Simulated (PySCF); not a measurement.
# One shape, several levels: [PHF3]+ (SMILES F[PH+](F)F)

Aim: a comparison of 6 runs (B2PLYP/STO-3G, B3LYP/STO-3G, PBE/STO-3G, r2SCAN/STO-3G, wB97X-V/STO-3G, CCSDT/STO-3G) of [PHF3]+. 

Program for the calculation: PySCF 2.14.0.

2 further runs of the same task are left out: 2 set aside as unsound or not needed.

## (1) The system as given

[PHF3]+ has 5 atoms, charge +1, and is taken as a singlet. SMILES: `F[PH+](F)F`. The shape is that of a GFN2-xTB optimisation.

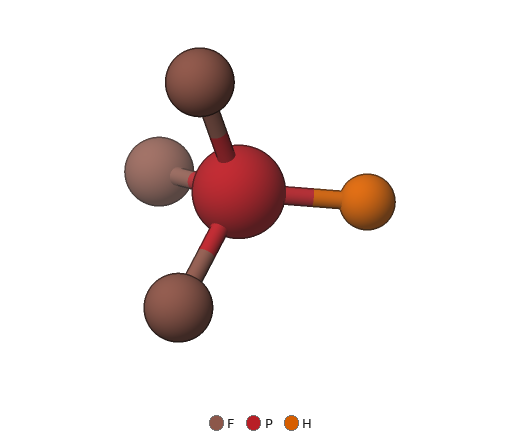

The structure, seen from a chosen angle (fluorine brown, phosphorus red, hydrogen orange).

## (2) A single-point energy at B2PLYP/STO-3G (run 1)

Contents of job.py:

```python
# F[PH+](F)F
from pyscf import gto, dft, mp

mol = gto.Mole()
mol.atom = '''
F     -1.240851    -0.108943     2.507081
P      0.131298     0.157414    -0.009808
F      1.311753    -2.437199    -0.419689
F     -2.002335     0.247686    -1.940843
H      1.800115     2.141060    -0.136759
'''
mol.verbose = 4
mol.unit = 'bohr'
mol.max_memory = 1860
mol.basis = 'sto-3g'
mol.spin = 0
mol.charge = 1
mol.build()

mf = dft.RKS(mol)
mf.xc = '0.53*HF + 0.47*B88, 0.73*LYP'
mf.grids.level = 5
mf.conv_tol = 1e-10
mf.kernel()
if not mf.converged:
    mf = mf.newton().run(mf.mo_coeff, mf.mo_occ)

pt = mp.MP2(mf, frozen=8).run()
energy = mf.e_tot + 0.27 * pt.e_corr
print('PT2 part  %.8f' % (0.27 * pt.e_corr))
print('Final energy', energy)
```

Run with:

```console
OMP_NUM_THREADS=1 python job.py
```

Log:

```text
PySCF version 2.14.0

[INPUT] num. atoms = 5
[INPUT] num. electrons = 42
[INPUT] charge = 1
[INPUT] spin (= nelec alpha-beta = 2S) = 0
[INPUT] symmetry False subgroup None
[INPUT] Mole.unit = bohr
[INPUT] Symbol           X                Y                Z      unit          X                Y                Z       unit  Magmom
[INPUT]  1 F     -0.656630071347  -0.057650152889   1.326690131131 AA   -1.240851000000  -0.108943000000   2.507081000000 Bohr   0.0
[INPUT]  2 P      0.069479909439   0.083299901480  -0.005190170085 AA    0.131298000000   0.157414000000  -0.009808000000 Bohr   0.0
[INPUT]  3 F      0.694149793956  -1.289710169277  -0.222089854474 AA    1.311753000000  -2.437199000000  -0.419689000000 Bohr   0.0
[INPUT]  4 F     -1.059590050627   0.131069786664  -1.027049885574 AA   -2.002335000000   0.247686000000  -1.940843000000 Bohr   0.0
[INPUT]  5 H      0.952579835035   1.133000159212  -0.072369746188 AA    1.800115000000   2.141060000000  -0.136759000000 Bohr   0.0

nuclear repulsion = 205.959218065871
number of shells = 15
number of NR pGTOs = 75
number of NR cGTOs = 25
basis = sto-3g
ecp = {}

******** <class 'pyscf.dft.rks.RKS'> ********
method = RKS
initial guess = minao
damping factor = 0
level_shift factor = 0
DIIS = <class 'pyscf.scf.diis.CDIIS'>
diis_start_cycle = 1
diis_space = 8
diis_damp = 0
SCF conv_tol = 1e-10
SCF conv_tol_grad = None
SCF max_cycles = 50
direct_scf = True
direct_scf_tol = 1e-13
XC library pyscf.dft.libxc version 7.0.0
    S. Lehtola, C. Steigemann, M. J.T. Oliveira, and M. A.L. Marques.,  SoftwareX 7, 1–5 (2018)
XC functionals = 0.53*HF + 0.47*B88, 0.73*LYP
    A. D. Becke.,  Phys. Rev. A 38, 3098 (1988)
    C. Lee, W. Yang, and R. G. Parr.,  Phys. Rev. B 37, 785 (1988)
    B. Miehlich, A. Savin, H. Stoll, and H. Preuss.,  Chem. Phys. Lett. 157, 200 (1989)
radial grids:
    Treutler-Ahlrichs [JCP 102, 346 (1995); DOI:10.1063/1.469408] (M4) radial grids

becke partition: Becke, JCP 88, 2547 (1988); DOI:10.1063/1.454033
pruning grids: <function nwchem_prune>
grids dens level: 5
symmetrized grids: False
atomic radii adjust function: <function treutler_atomic_radii_adjust>
small_rho_cutoff = 0
Set gradient conv threshold to 1e-05
Initial guess from minao.
tot grids = 198768
init E= -633.344984905792
  HOMO = -0.500860164861831  LUMO = 0.0986192710601572  gap/eV = 16.31267
cycle= 1 E= -632.234290365083  delta_E= 1.11  |g|= 0.703  |ddm|= 2.82
  HOMO = -0.559912442642023  LUMO = -0.122974015165491  gap/eV = 11.88970
cycle= 2 E= -632.386865305222  delta_E= -0.153  |g|= 0.42  |ddm|= 1.92
  HOMO = -0.650126453447771  LUMO = -0.0576348465957717  gap/eV = 16.12252
cycle= 3 E= -632.448339961022  delta_E= -0.0615  |g|= 0.0177  |ddm|= 0.677
  HOMO = -0.650944030027046  LUMO = -0.0539258990725202  gap/eV = 16.24569
cycle= 4 E= -632.448607891698  delta_E= -0.000268  |g|= 0.00414  |ddm|= 0.0569
  HOMO = -0.651714058707143  LUMO = -0.0528834340650926  gap/eV = 16.29501
cycle= 5 E= -632.448623305507  delta_E= -1.54e-05  |g|= 0.000433  |ddm|= 0.0154
  HOMO = -0.651556407585299  LUMO = -0.0529665833963062  gap/eV = 16.28846
cycle= 6 E= -632.448623476256  delta_E= -1.71e-07  |g|= 5.14e-05  |ddm|= 0.00161
  HOMO = -0.651570275541522  LUMO = -0.0529654839053791  gap/eV = 16.28887
cycle= 7 E= -632.448623477999  delta_E= -1.74e-09  |g|= 2.23e-05  |ddm|= 0.000171
  HOMO = -0.651570492337602  LUMO = -0.0529649734595659  gap/eV = 16.28889
cycle= 8 E= -632.448623478202  delta_E= -2.03e-10  |g|= 3.3e-06  |ddm|= 4.36e-05
  HOMO = -0.651570196965141  LUMO = -0.0529646443675768  gap/eV = 16.28889
cycle= 9 E= -632.448623478208  delta_E= -6.48e-12  |g|= 1.2e-07  |ddm|= 8.1e-06
  HOMO = -0.651570199451384  LUMO = -0.052964649603293  gap/eV = 16.28889
Extra cycle  E= -632.448623478207  delta_E= 1.02e-12  |g|= 3.16e-08  |ddm|= 3.35e-07
converged SCF energy = -632.448623478207

******** <class 'pyscf.mp.mp2.RMP2'> ********
nocc = 13, nmo = 17
frozen orbitals 8
E(RMP2) = -632.593512532763  E_corr = -0.144889054556084
E(SCS-RMP2) = -632.597608250743  E_corr = -0.148984772536254
E_corr(same-spin) = -0.0287101072281313
E_corr(oppo-spin) = -0.116178947327953
PT2 part  -0.03912004
Final energy -632.4877435229372
```

Wall time 3.3 s (1 thread of Intel Xeon 6975P-C (Granite Rapids), shared host); peak memory 0.23 GiB.

## (3) A single-point energy at B3LYP/STO-3G (run 2)

Contents of geometry.xyz:

```xyz
5

F     -0.656630    -0.057650     1.326690
P      0.069480     0.083300    -0.005190
F      0.694150    -1.289710    -0.222090
F     -1.059590     0.131070    -1.027050
H      0.952580     1.133000    -0.072370
```

Contents of run.py:

```python
from pyscf import gto, dft

mol = gto.M(
    atom='geometry.xyz',
    charge=1,
    basis='sto-3g',
    verbose=3,
    spin=0,
    max_memory=1860,
)

myscf = dft.RKS(mol)
myscf.xc = 'b3lyp'
myscf.grids.level = 5
myscf.conv_tol = 1e-10
myscf.kernel()
if not myscf.converged:
    myscf = myscf.newton().run(myscf.mo_coeff, myscf.mo_occ)

e_tot = myscf.e_tot
print('E(%s) = %.9f' % ('B3LYP', e_tot))
```

Run with:

```console
OMP_NUM_THREADS=1 python run.py
```

Log:

```text
converged SCF energy = -632.932367589389
E(B3LYP) = -632.932367589
```

Run time: 3.6 s. Hardware: 1 thread of Intel Xeon 6975P-C (Granite Rapids), shared host; peak memory 0.23 GiB.

Runs 3 to 4 aren't shown in full; the table further down has their settings and results.

## (4) A single-point energy at wB97X-V/STO-3G (run 5)

Contents of job.py:

```python
from pyscf import gto, dft

system = gto.M(
    atom='''
F       -0.656630      -0.057650       1.326690
P        0.069480       0.083300      -0.005190
F        0.694150      -1.289710      -0.222090
F       -1.059590       0.131070      -1.027050
H        0.952580       1.133000      -0.072370
''',
    basis='sto-3g',
    verbose=3,
    charge=1,
    max_memory=1860,
)

myscf = dft.RKS(system)
myscf.xc = 'wb97x-v'
myscf.grids.level = 5
myscf.conv_tol = 1e-10
myscf.nlcgrids.level = 1
myscf.kernel()
if not myscf.converged:
    myscf = myscf.newton().run(myscf.mo_coeff, myscf.mo_occ)

etot = myscf.e_tot
print('E(%s) = %.9f' % ('WB97X-V', etot))
```

Run with:

```console
OMP_NUM_THREADS=1 python job.py
```

Log:

```text
converged SCF energy = -632.844354250959
E(WB97X-V) = -632.844354251
```

Wall time 20 s (1 thread of Intel Xeon 6975P-C (Granite Rapids), shared host); peak memory 0.23 GiB.

## (5) The energy at CCSDT/STO-3G (run 6)

Contents of run.py:

```python
# F[PH+](F)F
from pyscf import gto, scf, cc

mol = gto.M(
    atom='''
F     -0.656630    -0.057650     1.326690
P      0.069480     0.083300    -0.005190
F      0.694150    -1.289710    -0.222090
F     -1.059590     0.131070    -1.027050
H      0.952580     1.133000    -0.072370
''',
    charge=1,
    basis='sto-3g',
    max_memory=1860,
    verbose=3,
)

mf = scf.RHF(mol)
mf.conv_tol = 1e-10
mf.kernel()
if not mf.converged:
    mf = mf.newton().run(mf.mo_coeff, mf.mo_occ)

mycc = cc.CCSDT(mf, frozen=8)
mycc.kernel()
e_final = mycc.e_tot
print('E = %.10f Eh' % e_final)
```

Run with:

```console
OMP_NUM_THREADS=1 python run.py
```

Log:

```text
converged SCF energy = -631.324549992215
_make_eris_incore_RCCSDT

WARN: A large `blksize` is being used, which may cause large memory consumption
      for storing contraction intermediates. If memory is sufficient, consider using
      `pyscf.cc.rccsdt_highm.RCCSDT` instead.

RCCSDT converged
E(RCCSDT) = -631.4513659861549   E_corr = -0.1268159939394842
E_corr(same-spin) = -0.0196811677555575
E_corr(oppo-spin) = -0.107134826183927
E = -631.4513659862 Eh
```

Run time: 1.9 s. Hardware: 1 thread of Intel Xeon 6975P-C (Granite Rapids), shared host; peak memory 0.11 GiB.

## (6) Overview of the runs

| run | level | frozen core orbitals | nlc grid | energy (Eh) | HOMO energy (eV) | LUMO energy (eV) | HOMO–LUMO gap (eV) | wall time |
| --- | --- | --- | --- | --- | --- | --- | --- | --- |
| 1 | B2PLYP/STO-3G | 8 | – | -632.487744 | -17.73 | -1.44 | 16.29 | 3.3 s |
| 2 | B3LYP/STO-3G | – | – | -632.932368 | -15.02 | -3.72 | 11.30 | 3.6 s |
| 3 | PBE/STO-3G | – | – | -632.506949 | -13.06 | -4.66 | 8.39 | 3.6 s |
| 4 | r2SCAN/STO-3G | – | – | -632.875379 | -13.73 | -4.35 | 9.38 | 4.8 s |
| 5 | wB97X-V/STO-3G | – | 1 | -632.844354 | -17.84 | -0.71 | 17.14 | 20 s |
| 6 | CCSDT/STO-3G | 8 | – | -631.451366 | -21.04 | 2.02 | 23.06 | 1.9 s |

## (7) Outcome

```
                                          quantity          value
                               run 6: total energy  -631.45137 Eh
        run 6: HOMO energy (Hartree–Fock orbitals)      -21.04 eV
        run 6: LUMO energy (Hartree–Fock orbitals)        2.02 eV
      run 6: HOMO–LUMO gap (Hartree–Fock orbitals)       23.06 eV
run 6: correlation energy (8 core orbitals frozen)     -126.8 mEh
                              run 6: T1 diagnostic          0.013
```

What this shows: Over runs 1, 2, 3, 4, 5 the HOMO–LUMO gap runs from 8.39 eV (PBE/STO-3G) to 17.14 eV (wB97X-V/STO-3G). Totals of different functionals can't be ranked against each other. In runs 1, 2, 3, 4, 5, 6 the basis is minimal, so the values are rough. All runs together took 38 s, the longest 20 s.
